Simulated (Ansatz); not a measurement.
The relaxed structure here is a generated cell of GaN: the first start was made by placing the elements on the sites of a structure type, and the end was not matched to a known phase here, so it may be hypothetical. Known forms of GaN include space group No. 186, 216.

A relaxed structure of GaN. Space group P4₂/mnm (No. 136), AFLOW prototype AB_tP8_136_g_f (as in BeO). Calculation: PBEsol (plane waves to 420 eV, PAW, scalar-relativistic; Ansatz, a first-principles code).

```xyz
8
Lattice="5.4707 0.0000 0.0000 0.0000 5.4707 0.0000 0.0000 0.0000 3.1832" Properties=species:S:1:pos:R:3 pbc="T T T"
Ga     0.9815     4.4891     0.0000
Ga     1.7538     1.7538     1.5916
Ga     3.7169     3.7169     1.5916
Ga     4.4891     0.9815     0.0000
N      4.4724     4.4724     0.0000
N      3.7336     1.7370     1.5916
N      1.7370     3.7336     1.5916
N      0.9983     0.9983     0.0000
```

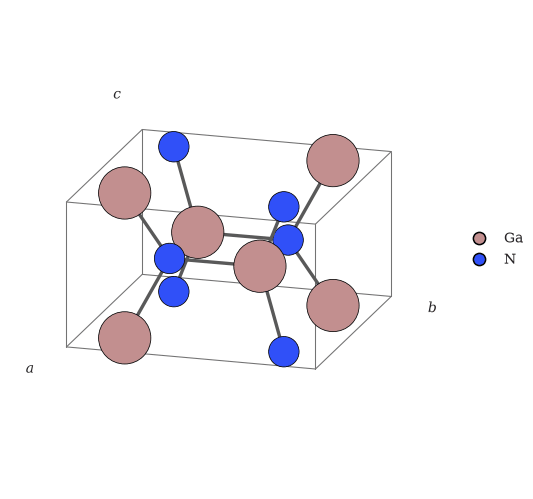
Figure. The conventional cell of the relaxed structure

```yaml
volume_per_atom: 11.91 Å³
band_gap: 1.88 eV, direct within 0.03 eV (at Γ) (no spin-orbit coupling)
smallest_direct_gap: 1.88 eV at Γ
shortest_distances: Ga–N 1.92 Å; Ga–Ga 2.78 Å; N–N 2.82 Å
k-mesh: 6×6×10
```

Band energies at high-symmetry points (eV from the VBM; labels of this space group; no spin-orbit coupling), from −5 eV up to 6.9 eV:

```csv
point,energies
Γ,-4.93 -4.93 -2.73 -2.69 -1.08 -1.08 -0.18 -0.12 -0.01 -0.01 1.88 4.74 4.74 4.89
X,-3.48 -3.48 -2.34 -2.34 -2.00 -2.00 -0.70 -0.70 -0.59 -0.59 4.13 4.13 5.17 5.17
M,-4.83 -4.83 -4.38 -4.38 -2.31 -2.31 -1.54 -1.54 -1.20 -1.20 -1.14 -1.14 4.59 4.59 5.13 5.13 6.60 6.60
Z,-4.73 -4.73 -2.63 -2.63 -2.15 -2.15 -1.95 -1.95 5.62 5.62
R,-4.03 -4.03 -2.68 -2.68 -1.92 -1.92 -1.08 -1.08 5.29 5.29 5.61 5.61 6.37 6.37
A,-2.89 -2.89 -1.76 -1.76 -1.54 -1.54 -1.46 -1.46 4.34 4.34 4.38 4.38
```

No spin polarisation in the result.

It was reached from a disturbed copy of a P6₃/mmc (No. 194) cell, against which it lies -0.177 eV/atom.
